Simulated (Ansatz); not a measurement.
# F₂H₃SSi₂ radical: one molecule under many settings

Aim: run F₂H₃SSi₂ radical under a spread of inputs, and see what each costs and gives.

Computed with Ansatz 0.2.0, Gaussian basis. Level: the settings change from run to run.

### 1 The molecule

The structure was relaxed beforehand with PBE0-D4 in a triple-zeta def2 set.

SMILES `F[SiH]S[SiH2]F`, 8 atoms, charge 0, spin multiplicity 2.

Atoms are counted from 1 here; the program's logs count them from 0.

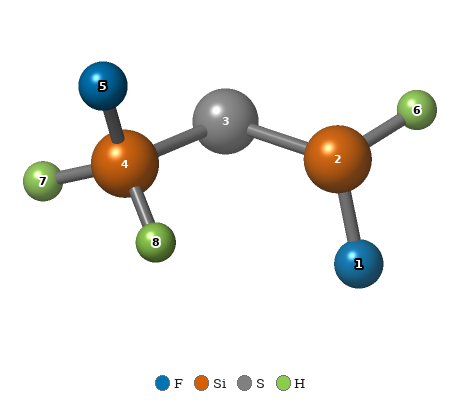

The geometry (fluorine blue, silicon orange, sulfur grey, hydrogen green); atoms are numbered from 1 in the order of the file.

### 2 wB97X/cc-pVDZ

This run has restricted open-shell orbitals.

Input file in.yaml:

```yaml
crystal:
  periodic: [false, false, false]
  atoms:
    - {symbol: F, position_ang: [0.323377, 0.194000, -2.511754]}
    - {symbol: Si, position_ang: [-0.195114, 1.131284, -1.321166]}
    - {symbol: S, position_ang: [-1.333363, 0.018163, 0.090901]}
    - {symbol: Si, position_ang: [0.314067, -0.775564, 1.177791]}
    - {symbol: F, position_ang: [0.769123, 0.237809, 2.322063]}
    - {symbol: H, position_ang: [-1.106567, 2.141251, -1.926290]}
    - {symbol: H, position_ang: [-0.152315, -2.017106, 1.828793]}
    - {symbol: H, position_ang: [1.472993, -0.986936, 0.283761]}
basis:
  gaussian: {orbitals: cc-pVDZ}
magnetization: {spin_polarized: false, initial_magnetization: 1}
hamiltonian: {xc: {name: wB97X}}
```

Launch:

```console
$ ansatz run in.yaml --threads 4 --pin off --events-out ev --progress --plain --max-ram 10444MiB
```

The log of the run:

```text
Functional definition: wB97X
  name "wB97X"
  cite "Chai & Head-Gordon, J. Chem. Phys. 128, 084106 (2008) doi:10.1063/1.2834918"
  cite "Becke, J. Chem. Phys. 107, 8554 (1997) doi:10.1063/1.475007"
  parameter omega = 0.3/bohr
  parameter cx = 0.157706
  parameter cx1 = 0.726479
  parameter cx2 = 1.04760
  parameter cx3 = -5.70635
  parameter cx4 = 13.2794
  parameter css1 = -4.33879
  parameter css2 = 18.2308
  parameter css3 = -31.7430
  parameter css4 = 17.2901
  parameter cos1 = 2.37031
  parameter cos2 = -11.3995
  parameter cos3 = 6.58405
  parameter cos4 = -3.78132
  # The coefficients of nought are those of the uniform gas.
  exchange = spin_sum(e_x_unif_sr(omega)*poly(b97_u_x, 1 - cx, cx1, cx2, cx3, cx4)) + cx*exact_x_sr(omega)
      + exact_x_lr(omega)
  correlation = spin_sum(e_c_pw_same_spin*poly(b97_u_same, 1, css1, css2, css3, css4))
      + integral(e_c_pw_opposite_spin*poly(b97_u_opposite, 1, cos1, cos2, cos3, cos4))
946 factors; integrals over basis functions are off by at most 9.9e-4 eV
280 factors; integrals over basis functions are off by at most 7.0e-6 eV
mean field evaluation 1: about -32071.2832 eV, gradient 4.1e1 eV
mean field evaluation 2: about -32071.3671 eV, gradient 4.1e1 eV
mean field evaluation 4: about -32074.4365 eV, gradient 3.0e0 eV
mean field evaluation 8: about -32074.4725 eV, gradient 4.1e-1 eV
mean field evaluation 16: about -32074.4731 eV, gradient 4.8e-4 eV
mean field -32074.47310990 eV, -1178.7151459299 hartree, gradient 2.8e-5 eV, S^2 0.750000; 0 other end points of the search recorded, 0 dependent functions left out
reference -32074.47308264 eV, -1178.7151449284 hartree; 33, 32 occupied and 64, 65 virtual orbitals, 946 factors
Total energy: -32074.47308264 eV, -1178.7151449284 hartree
```

Run time: 2.7 s. Hardware: 4 threads of Intel Xeon 6975P-C, shared host; peak memory 0.46 GiB.

### 3 B97/cc-pVTZ

Set apart from the defaults: high accuracy.

Changes to in.yaml since step 2:

```diff
@@ -12,4 +12,6 @@
 basis:
-  gaussian: {orbitals: cc-pVDZ}
-magnetization: {spin_polarized: false, initial_magnetization: 1}
-hamiltonian: {xc: {name: wB97X}}
+  gaussian: {orbitals: cc-pVTZ}
+magnetization: {spin_polarized: true, initial_magnetization: 1}
+hamiltonian: {xc: {name: B97}}
+accuracy: high
+output: {forces: true}
```

The command is unchanged.

The log of the run, cut to the lines that bear on the results:

```text
Functional definition: B97
  name "B97"
  cite "Becke, J. Chem. Phys. 107, 8554 (1997) doi:10.1063/1.475007"
[...]
      + integral(e_c_pw_opposite_spin*poly(b97_u_opposite, cos0, cos1, cos2))
3538 factors; integrals over basis functions are off by at most 3.6e-9 eV
[...]
mean field -32074.43277318 eV, -1178.7136635831 hartree, gradient 4.9e-8 eV, S^2 0.751875; 0 other end points of the search recorded, 0 dependent functions left out
[...]
reference -32074.43277577 eV, -1178.7136636782 hartree; 33, 32 occupied and 171, 172 virtual orbitals, 3538 factors
Total energy: -32074.43277577 eV, -1178.7136636782 hartree
Atom 0 at     0.323377     0.194000    -2.511754 Å, force     0.189901    -0.336617    -0.446135 eV/Å
Atom 1 at    -0.195114     1.131284    -1.321166 Å, force     0.013834     0.525339     0.179740 eV/Å
Atom 2 at    -1.333363     0.018163     0.090901 Å, force    -0.418315    -0.054976     0.059637 eV/Å
Atom 3 at     0.314067    -0.775564     1.177791 Å, force     0.066522    -0.475828    -0.175189 eV/Å
Atom 4 at     0.769123     0.237809     2.322063 Å, force     0.169571     0.358061     0.416479 eV/Å
Atom 5 at    -1.106567     2.141251    -1.926290 Å, force    -0.044909     0.040610    -0.034467 eV/Å
Atom 6 at    -0.152315    -2.017106     1.828793 Å, force    -0.001803    -0.034841     0.009421 eV/Å
Atom 7 at     1.472993    -0.986936     0.283761 Å, force     0.025197    -0.021747    -0.009486 eV/Å
Dipole moment:     0.005932    -0.025863    -0.013338 e Å
```

It took 22 s on 4 threads of Intel Xeon 6975P-C, shared host; peak memory 1.9 GiB.

Largest force 0.590 eV/Å, dipole 0.14 D, ⟨S²⟩ 0.752.

### 4 PBE-QIDH/6-31G

Set apart from the defaults: the search for lower states set to full.

Changes to in.yaml since step 3:

```diff
@@ -12,6 +12,5 @@
 basis:
-  gaussian: {orbitals: cc-pVTZ}
+  gaussian: {orbitals: 6-31G}
 magnetization: {spin_polarized: true, initial_magnetization: 1}
-hamiltonian: {xc: {name: B97}}
-accuracy: high
-output: {forces: true}
+hamiltonian: {xc: {name: PBE-QIDH}}
+scf: {lower_state_search: full}
```

The command is unchanged.

The log of the run, cut to the lines that bear on the results:

```text
Functional definition: PBE-QIDH
  name "PBE-QIDH"
  cite "Brémond, Sancho-García, Pérez-Jiménez & Adamo, J. Chem. Phys. 141, 031101 (2014) doi:10.1063/1.4890314"
  cite "Perdew, Burke & Ernzerhof, Phys. Rev. Lett. 77, 3865 (1996) doi:10.1103/PhysRevLett.77.3865"
[...]
666 factors; integrals over basis functions are off by at most 1.6e-4 eV
[...]
mean field -32037.26047127 eV, -1177.3476066840 hartree, gradient 4.9e-6 eV, S^2 0.752098; 3 other end points of the search recorded, 0 dependent functions left out
17 core orbitals not correlated: weight in the atoms' cores, before any rotation towards them, 1.000 or more for the frozen orbitals, at most 0.000 for the correlated occupied ones
reference -32037.26048417 eV, -1177.3476071581 hartree; 16, 15 occupied and 30, 31 virtual orbitals, 666 factors
second order -12.11857218 eV of doubles, -0.00000000 eV of singles
Total energy: -32041.30000823 eV, -1177.4960569293 hartree
```

Wall time 1.5 s (4 threads of Intel Xeon 6975P-C, shared host).

⟨S²⟩ 0.752.

### 5 PBEsol/def2-TZVPD

Set apart from the defaults: atoms shaken by 0.08 Å, a point charge of 1.00 e beside it, D3(BJ) dispersion, the search for lower states set to off.

Input file in.yaml:

```yaml
crystal:
  periodic: [false, false, false]
  atoms:
    - {symbol: F, position_ang: [0.198592, 0.151060, -2.520642]}
    - {symbol: Si, position_ang: [-0.123608, 1.184242, -1.269614]}
    - {symbol: S, position_ang: [-1.268588, -0.014338, 0.148708]}
    - {symbol: Si, position_ang: [0.305671, -0.785516, 1.194100]}
    - {symbol: F, position_ang: [0.702156, 0.294602, 2.348561]}
    - {symbol: H, position_ang: [-1.063539, 2.223587, -1.920928]}
    - {symbol: H, position_ang: [-0.168709, -2.045573, 1.909119]}
    - {symbol: H, position_ang: [1.439221, -0.936801, 0.277519]}
basis:
  gaussian: {orbitals: def2-TZVPD, point_charges: [{charge: 1.00, position_ang: [6.179, -0.562, 0.407]}]}
magnetization: {spin_polarized: true, initial_magnetization: 1}
hamiltonian: {xc: {name: PBEsol}, dispersion: d3bj}
scf: {lower_state_search: off}
```

Launched as before.

The log of the run, cut to the lines that bear on the results:

```text
Functional definition: PBEsol
  name "PBEsol"
  cite "Perdew et al., Phys. Rev. Lett. 100, 136406 (2008) doi:10.1103/PhysRevLett.100.136406"
  cite "Perdew, Burke & Ernzerhof, Phys. Rev. Lett. 77, 3865 (1996) doi:10.1103/PhysRevLett.77.3865"
  parent pbesol
[...]
1390 factors; their error is unknown
[...]
mean field -31999.67381589 eV, -1175.9663225760 hartree, gradient 2.8e-6 eV, S^2 0.751945; 0 other end points of the search recorded, 0 dependent functions left out
reference -31999.67388487 eV, -1175.9663251111 hartree; 33, 32 occupied and 206, 207 virtual orbitals, 1390 factors
Total energy: -31999.77157651 eV, -1175.9699152125 hartree
Checks for a lower state left out: stability, starts, cluster_reference, orbital_swaps, neighbouring_geometries, increment
```

Run time: 1.3 s. Hardware: 4 threads of Intel Xeon 6975P-C, shared host; peak memory 0.4 GiB.

⟨S²⟩ 0.752.

### 6 revPBE/STO-3G

This run has D4 dispersion, high accuracy.

Input file in.yaml:

```yaml
crystal:
  periodic: [false, false, false]
  atoms:
    - {symbol: F, position_ang: [0.323377, 0.194000, -2.511754]}
    - {symbol: Si, position_ang: [-0.195114, 1.131284, -1.321166]}
    - {symbol: S, position_ang: [-1.333363, 0.018163, 0.090901]}
    - {symbol: Si, position_ang: [0.314067, -0.775564, 1.177791]}
    - {symbol: F, position_ang: [0.769123, 0.237809, 2.322063]}
    - {symbol: H, position_ang: [-1.106567, 2.141251, -1.926290]}
    - {symbol: H, position_ang: [-0.152315, -2.017106, 1.828793]}
    - {symbol: H, position_ang: [1.472993, -0.986936, 0.283761]}
basis:
  gaussian: {orbitals: STO-3G}
magnetization: {spin_polarized: true, initial_magnetization: 1}
hamiltonian: {xc: {name: revPBE}, dispersion: d4}
accuracy: high
```

Launched as before.

The log of the run:

```text
Functional definition: revPBE
  name "revPBE"
  cite "Zhang & Yang, Phys. Rev. Lett. 80, 890 (1998) doi:10.1103/PhysRevLett.80.890"
  cite "Perdew, Burke & Ernzerhof, Phys. Rev. Lett. 77, 3865 (1996) doi:10.1103/PhysRevLett.77.3865"
  parameter kappa = 1.245
  parameter beta = 0.06672455060314922
  exchange = pbe_x(kappa = kappa, mu = beta*pi^2/3)
  correlation = pbe_c(beta = beta)
806 factors; integrals over basis functions are off by at most 3.0e-8 eV
mean field evaluation 1: about -31682.1399 eV, gradient 1.9e1 eV
mean field evaluation 2: about -31678.9989 eV, gradient 2.9e1 eV
mean field evaluation 4: about -31684.8944 eV, gradient 2.2e0 eV
mean field evaluation 8: about -31684.8734 eV, gradient 4.2e-2 eV
mean field evaluation 16: about -31684.8734 eV, gradient 4.9e-6 eV
mean field -31684.87342864 eV, -1164.3976217240 hartree, gradient 1.9e-8 eV, S^2 0.750546; 0 other end points of the search recorded, 0 dependent functions left out
reference -31684.87343127 eV, -1164.3976218205 hartree; 33, 32 occupied and 7, 8 virtual orbitals, 806 factors
Total energy: -31685.48452824 eV, -1164.4200792199 hartree
```

Run time: 0.8 s. Hardware: 4 threads of Intel Xeon 6975P-C, shared host.

⟨S²⟩ 0.751.

### 7 B3LYP/def2-TZVPP

This run has charge -1, multiplicity 1, atoms shaken by 0.03 Å, relativity set to scalar, the search for lower states set to off.

Input file in.yaml:

```yaml
crystal:
  periodic: [false, false, false]
  atoms:
    - {symbol: F, position_ang: [0.344330, 0.213949, -2.548224]}
    - {symbol: Si, position_ang: [-0.159738, 1.159989, -1.335865]}
    - {symbol: S, position_ang: [-1.350694, 0.059368, 0.064983]}
    - {symbol: Si, position_ang: [0.338634, -0.721146, 1.179889]}
    - {symbol: F, position_ang: [0.747927, 0.268100, 2.285850]}
    - {symbol: H, position_ang: [-1.108150, 2.129303, -1.945182]}
    - {symbol: H, position_ang: [-0.168468, -2.000879, 1.849347]}
    - {symbol: H, position_ang: [1.469046, -0.954926, 0.294134]}
basis:
  gaussian: {orbitals: def2-TZVPP}
total_charge: -1
hamiltonian: {xc: {name: B3LYP}, pseudopotentials: {relativity: scalar}}
scf: {lower_state_search: off}
output: {forces: true}
```

The command is unchanged.

The log of the run, cut to the lines that bear on the results:

```text
Functional definition: B3LYP
  name "B3LYP"
  cite "Stephens, Devlin, Chabalowski & Frisch, J. Phys. Chem. 98, 11623 (1994) doi:10.1021/j100096a001"
  cite "Becke, Phys. Rev. A 38, 3098 (1988) doi:10.1103/PhysRevA.38.3098"
  cite "Lee, Yang & Parr, Phys. Rev. B 37, 785 (1988) doi:10.1103/PhysRevB.37.785"
  cite "Vosko, Wilk & Nusair, Can. J. Phys. 58, 1200 (1980) doi:10.1139/p80-159"
[...]
1367 factors; their error is unknown
[...]
mean field -32143.47511498 eV, -1181.2509228456 hartree, gradient 2.7e-6 eV, S^2 0.000000; 0 other end points of the search recorded, 0 dependent functions left out
[...]
reference -32143.47538401 eV, -1181.2509327322 hartree; 33, 33 occupied and 197, 197 virtual orbitals, 1367 factors
Total energy: -32143.47538401 eV, -1181.2509327322 hartree
Relativity: scalar
Atom 0 at     0.344330     0.213949    -2.548224 Å, force    -0.400800    -1.161807    -1.444943 eV/Å
Atom 1 at    -0.159738     1.159989    -1.335865 Å, force     2.924513     2.345121     1.312311 eV/Å
Atom 2 at    -1.350694     0.059368     0.064983 Å, force    -0.763564    -1.533487     0.988928 eV/Å
Atom 3 at     0.338634    -0.721146     1.179889 Å, force    -2.406643    -1.277252    -2.496944 eV/Å
Atom 4 at     0.747927     0.268100     2.285850 Å, force     0.931004     1.527671     2.200467 eV/Å
Atom 5 at    -1.108150     2.129303    -1.945182 Å, force    -1.052054    -0.208765    -0.429436 eV/Å
Atom 6 at    -0.168468    -2.000879     1.849347 Å, force     0.380598     0.498298    -0.107449 eV/Å
Atom 7 at     1.469046    -0.954926     0.294134 Å, force     0.386946    -0.189780    -0.022934 eV/Å
Dipole moment:     0.036272    -0.602168     0.642387 e Å
Checks for a lower state left out: stability, starts, cluster_reference, orbital_swaps, neighbouring_geometries, increment
```

Wall time 1.9 s (4 threads of Intel Xeon 6975P-C, shared host); peak memory 0.64 GiB.

Largest force 3.972 eV/Å.

### 8 wPBEh/aug-pcseg-2

Set apart from the defaults: density fitting with cc-pVTZ-jkfit, a grid of angular degree 47.

Input file in.yaml:

```yaml
crystal:
  periodic: [false, false, false]
  atoms:
    - {symbol: F, position_ang: [0.323377, 0.194000, -2.511754]}
    - {symbol: Si, position_ang: [-0.195114, 1.131284, -1.321166]}
    - {symbol: S, position_ang: [-1.333363, 0.018163, 0.090901]}
    - {symbol: Si, position_ang: [0.314067, -0.775564, 1.177791]}
    - {symbol: F, position_ang: [0.769123, 0.237809, 2.322063]}
    - {symbol: H, position_ang: [-1.106567, 2.141251, -1.926290]}
    - {symbol: H, position_ang: [-0.152315, -2.017106, 1.828793]}
    - {symbol: H, position_ang: [1.472993, -0.986936, 0.283761]}
basis:
  gaussian: {orbitals: aug-pcseg-2, fitting: {mean_field: cc-pVTZ-jkfit}, final_grid: {core_spheres: 20, valence_spheres: 16, degree: 47}}
magnetization: {spin_polarized: true, initial_magnetization: 1}
hamiltonian: {xc: {name: wPBEh}}
output: {forces: true}
```

The command is unchanged.

The log of the run, cut to the lines that bear on the results:

```text
Functional definition: wPBEh
  name "wPBEh"
  cite "Heyd, Scuseria & Ernzerhof, J. Chem. Phys. 118, 8207 (2003) doi:10.1063/1.1564060"
  cite "Krukau, Vydrov, Izmaylov & Scuseria, J. Chem. Phys. 125, 224106 (2006) doi:10.1063/1.2404663"
  cite "Heyd & Scuseria, J. Chem. Phys. 120, 7274 (2004) doi:10.1063/1.1668634"
  cite "Ernzerhof & Perdew, J. Chem. Phys. 109, 3313 (1998) doi:10.1063/1.476928"
  cite "Perdew, Burke & Ernzerhof, Phys. Rev. Lett. 77, 3865 (1996) doi:10.1103/PhysRevLett.77.3865"
  parent pbe
[...]
611 factors; integrals over basis functions are off by at most 9.1e-1 eV
611 factors; integrals over basis functions are off by at most 1.8e-5 eV
[...]
mean field -32066.85607973 eV, -1178.4352252342 hartree, gradient 2.8e-5 eV, S^2 0.752476; 0 other end points of the search recorded, 0 dependent functions left out
[...]
reference -32066.85615826 eV, -1178.4352281202 hartree; 33, 32 occupied and 278, 279 virtual orbitals, 611 factors
Total energy: -32066.85615826 eV, -1178.4352281202 hartree
Atom 0 at     0.323377     0.194000    -2.511754 Å, force     0.001787    -0.001469    -0.007831 eV/Å
Atom 1 at    -0.195114     1.131284    -1.321166 Å, force    -0.019174     0.040965    -0.040931 eV/Å
Atom 2 at    -1.333363     0.018163     0.090901 Å, force    -0.022187     0.001565    -0.000858 eV/Å
Atom 3 at     0.314067    -0.775564     1.177791 Å, force     0.028222    -0.054812     0.032947 eV/Å
Atom 4 at     0.769123     0.237809     2.322063 Å, force     0.001472     0.001924     0.005853 eV/Å
Atom 5 at    -1.106567     2.141251    -1.926290 Å, force     0.014582    -0.007750     0.003693 eV/Å
Atom 6 at    -0.152315    -2.017106     1.828793 Å, force     0.008528     0.016815    -0.007001 eV/Å
Atom 7 at     1.472993    -0.986936     0.283761 Å, force    -0.013231     0.002762     0.014129 eV/Å
Dipole moment:    -0.014405    -0.026048    -0.017824 e Å
```

Wall time 8 s (4 threads of Intel Xeon 6975P-C, shared host); peak memory 1.3 GiB.

Largest force 0.070 eV/Å, dipole 0.17 D, ⟨S²⟩ 0.752.

### 9 PBE0/cc-pVTZ

Options: charge +1, multiplicity 1, density fitting with cc-pVTZ-jkfit, D3(BJ) dispersion.

Changes to in.yaml since step 8:

```diff
@@ -12,5 +12,4 @@
 basis:
-  gaussian: {orbitals: aug-pcseg-2, fitting: {mean_field: cc-pVTZ-jkfit}, final_grid: {core_spheres: 20, valence_spheres: 16, degree: 47}}
-magnetization: {spin_polarized: true, initial_magnetization: 1}
-hamiltonian: {xc: {name: wPBEh}}
-output: {forces: true}
+  gaussian: {orbitals: cc-pVTZ, fitting: {mean_field: cc-pVTZ-jkfit}}
+total_charge: 1
+hamiltonian: {xc: {name: PBE0}, dispersion: d3bj}
```

The command is unchanged.

The log of the run:

```text
Functional definition: PBE0
  name "PBE0"
  cite "Adamo & Barone, J. Chem. Phys. 110, 6158 (1999) doi:10.1063/1.478522"
  cite "Perdew, Burke & Ernzerhof, Phys. Rev. Lett. 77, 3865 (1996) doi:10.1103/PhysRevLett.77.3865"
  parent pbe
  parameter a = 0.25
  parameter kappa = 0.804
  parameter beta = 0.06672455060314922
  exchange = (1 - a)*pbe_x(kappa = kappa, mu = beta*pi^2/3) + a*exact_x
  correlation = pbe_c(beta = beta)
611 factors; integrals over basis functions are off by at most 8.4e-1 eV
mean field evaluation 1: about -32046.2823 eV, gradient 7.9e1 eV
mean field evaluation 2: about -31965.5145 eV, gradient 1.9e2 eV
mean field evaluation 4: about -32055.0425 eV, gradient 1.3e1 eV
mean field evaluation 8: about -32055.4517 eV, gradient 1.2e-1 eV
mean field evaluation 16: about -32055.4530 eV, gradient 1.4e-4 eV
mean field -32055.45295265 eV, -1178.0161680435 hartree, gradient 4.5e-5 eV, S^2 0.000000; 0 other end points of the search recorded, 0 dependent functions left out
reference -32055.45298335 eV, -1178.0161691716 hartree; 32, 32 occupied and 172, 172 virtual orbitals, 611 factors
Total energy: -32055.65408692 eV, -1178.0235595914 hartree
```

Run time: 0.95 s. Hardware: 4 threads of Intel Xeon 6975P-C, shared host; peak memory 0.34 GiB.

### 10 wB97X-V/cc-pVTZ

Changes to in.yaml since step 9:

```diff
@@ -12,4 +12,5 @@
 basis:
-  gaussian: {orbitals: cc-pVTZ, fitting: {mean_field: cc-pVTZ-jkfit}}
-total_charge: 1
-hamiltonian: {xc: {name: PBE0}, dispersion: d3bj}
+  gaussian: {orbitals: cc-pVTZ}
+magnetization: {spin_polarized: true, initial_magnetization: 1}
+hamiltonian: {xc: {name: wB97X-V}}
+output: {forces: true}
```

Launched as before.

The log of the run, cut to the lines that bear on the results:

```text
Functional definition: wB97X-V
  name "wB97X-V"
  cite "Mardirossian & Head-Gordon, Phys. Chem. Chem. Phys. 16, 9904 (2014) doi:10.1039/C3CP54374A"
  cite "Becke, J. Chem. Phys. 107, 8554 (1997) doi:10.1063/1.475007"
  cite "Vydrov & Van Voorhis, J. Chem. Phys. 133, 244103 (2010) doi:10.1063/1.3521275"
[...]
      + integral(e_c_pw_opposite_spin*poly(b97_u_opposite, cos0, cos1)) + vv10(b, c)
1324 factors; their error is unknown
266 factors; integrals over basis functions are off by at most 1.0e-5 eV
[...]
mean field -32073.79069842 eV, -1178.6900677709 hartree, gradient 4.1e-5 eV, S^2 0.752513; 0 other end points of the search recorded, 0 dependent functions left out
[...]
reference -32073.79069691 eV, -1178.6900677153 hartree; 33, 32 occupied and 171, 172 virtual orbitals, 1324 factors
Total energy: -32073.79069691 eV, -1178.6900677153 hartree
Atom 0 at     0.323377     0.194000    -2.511754 Å, force     0.137600    -0.273404    -0.295978 eV/Å
Atom 1 at    -0.195114     1.131284    -1.321166 Å, force    -0.122760     0.371010     0.209920 eV/Å
Atom 2 at    -1.333363     0.018163     0.090901 Å, force    -0.064822    -0.020218     0.012928 eV/Å
Atom 3 at     0.314067    -0.775564     1.177791 Å, force    -0.083802    -0.372667    -0.208694 eV/Å
Atom 4 at     0.769123     0.237809     2.322063 Å, force     0.119035     0.296099     0.303134 eV/Å
Atom 5 at    -1.106567     2.141251    -1.926290 Å, force     0.001852     0.011054    -0.009100 eV/Å
Atom 6 at    -0.152315    -2.017106     1.828793 Å, force     0.010903    -0.007889     0.000285 eV/Å
Atom 7 at     1.472993    -0.986936     0.283761 Å, force     0.001994    -0.003985    -0.012494 eV/Å
Dipole moment:     0.016870    -0.022561    -0.017710 e Å
```

It took 6 s on 4 threads of Intel Xeon 6975P-C, shared host; peak memory 0.98 GiB.

Largest force 0.444 eV/Å, dipole 0.16 D, ⟨S²⟩ 0.753.

### 11 All runs side by side

```tsv
level	charge	multiplicity	geometry	functions	energy (eV)	time
wB97X/cc-pVDZ	0	2	relaxed	97	-32074.473	2.7 s
B97/cc-pVTZ	0	2	relaxed	204	-32074.433	22 s
PBE-QIDH/6-31G	0	2	relaxed	63	-32041.300	1.5 s
PBEsol/def2-TZVPD	0	2	shaken, point charge	239	-31999.772	1.3 s
revPBE/STO-3G	0	2	relaxed	40	-31685.485	0.8 s
B3LYP/def2-TZVPP	-1	1	shaken	230	-32143.475	1.9 s
wPBEh/aug-pcseg-2	0	2	relaxed	311	-32066.856	8 s
PBE0/cc-pVTZ	1	1	relaxed	204	-32055.654	0.95 s
wB97X-V/cc-pVTZ	0	2	relaxed	204	-32073.791	6 s
```

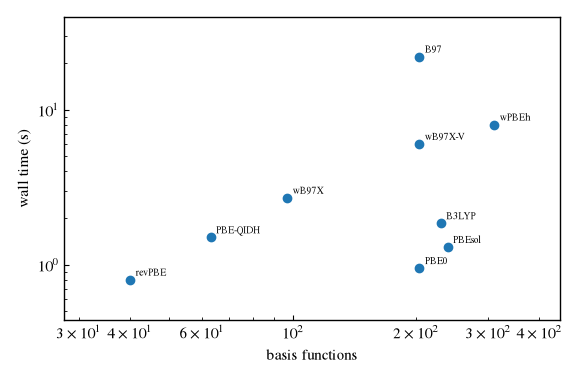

Wall time against the number of basis functions (shared host).

### 12 Results

```
                                         quantity                 value
                                             runs                     9
                                         quickest  revPBE/STO-3G, 0.8 s
                                          slowest     B97/cc-pVTZ, 22 s
spread of total energies, same state and geometry              389.0 eV
                  dipole, same state and geometry        0.14 to 0.17 D
```

In words: Run time spans a factor of 28, from revPBE/STO-3G to B97/cc-pVTZ. The jobs differ in tasks and options as well as level. The totals spread over 389 eV; they can't be compared across methods or bases. At the PBE0-D4/def2-TZVP geometry and in the same state, the sound runs without point charges leave forces up to 0.59 eV/Å (B97/cc-pVTZ).
